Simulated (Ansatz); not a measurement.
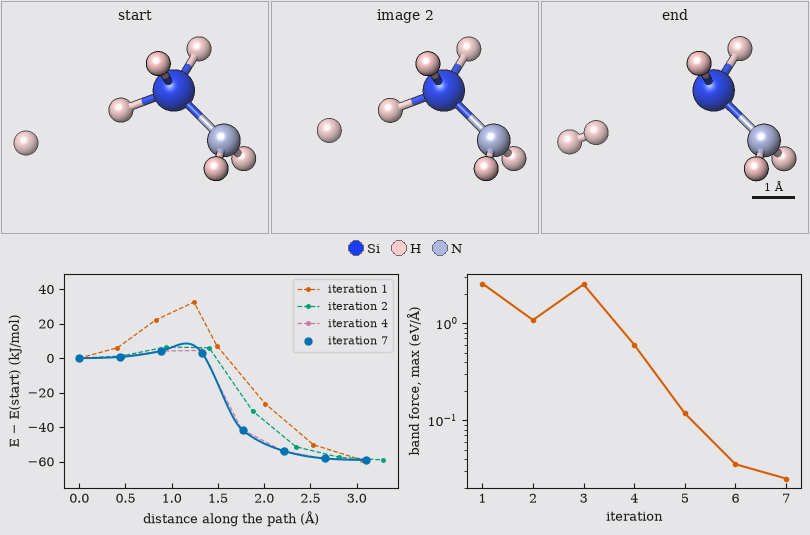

A search for the minimum-energy path of SiNH6 (multiplicity 2), made up at the start of SiNH5 and H by the nudged elastic band. Images are numbered from 0 (start) to 7 (end). The plot follows the band through its iterations. A ball-and-stick model, seen at a tilt.

Computed with Ansatz, UKS PBE0-D4/6-31G*. Settings: 6 movable images; no climbing image; force threshold 0.03 eV/Å; iteration limit 60; starting path through a guess of the saddle point.

> Judge this run.

The run is converged, with reservations. The band converged in 7 iterations. The largest component of the band force went from 2.6 to 0.025 eV/Å. No image climbed, so the highest image needn't lie on the saddle point, and the true maximum along this path can be higher. The first iteration put the highest image at 32.5 kJ/mol. The energy climbs by 4.1 kJ/mol to image 2 and then falls by 63.2 kJ/mol, so the end point sits at −59.0 kJ/mol.

Limits of the set-up: the start holds two separate molecules, 2.7 Å apart at their closest, whose relative position is a soft coordinate.

Cost: 94 s on 1 thread of Arm Neoverse V1 (shared host), peak memory 0.12 GiB.
